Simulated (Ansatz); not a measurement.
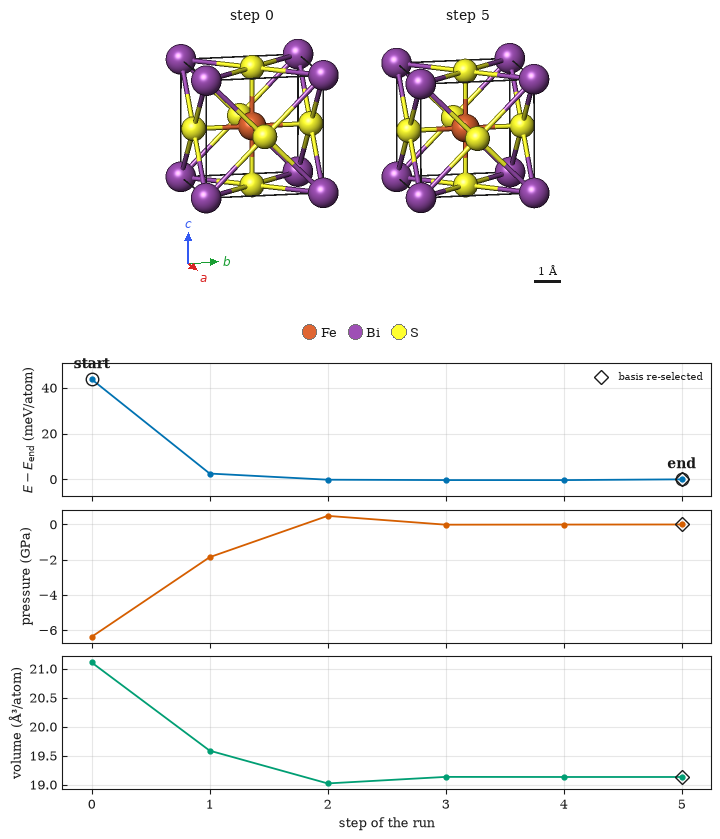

First and last geometry of a relaxation of solid FeBiS3 (a generated structure, set up in R-3m), with the history of the run. Style: ball-and-stick. Shown: the cell of the calculation, slightly off an axis.

The calculation used DFT PBE, scalar-relativistic, plane waves, PAW (Ansatz 0.2.0). Settings: plane-wave cutoff 420 eV; k-point mesh 9 × 9 × 9; occupations gaussian; smearing width 0.1 eV; collinear spin; cell and atoms relaxed; force threshold 0.005 eV/Å; at most 80 steps.

### Did the run converge, and what did it change?

It converged. Over 4 accepted moves (5 points after the start) the energy falls by 43.7 meV per atom. All forces vanish by symmetry, so only the cell relaxes. The pressure goes from −6.37 to 0.00 GPa. The SCF was repeated once at an unchanged geometry on a basis and grid sized afresh for the cell, which shifted the energy by 0.3 meV per atom at most. The atoms keep their places relative to the cell (all moves are under 0.005 Å). The drawn cell changes as follows: a = b = c 4.726 → 4.574 Å (−3.2 %), α 89.6° → 90.0°, β 89.6° → 90.0°, γ 89.6° → 90.0°; the volume changes by −9.4 %. Near-neighbour distances that change, for instance: Bi–S 3.353 → 3.235 Å, Bi–S 3.330 → 3.233 Å, Fe–S 2.363 → 2.287 Å. The space group (tolerance 0.01 Å) goes from R-3m (No. 166) to Pm-3m (No. 221). The run took about 4 core-minutes on a shared host.
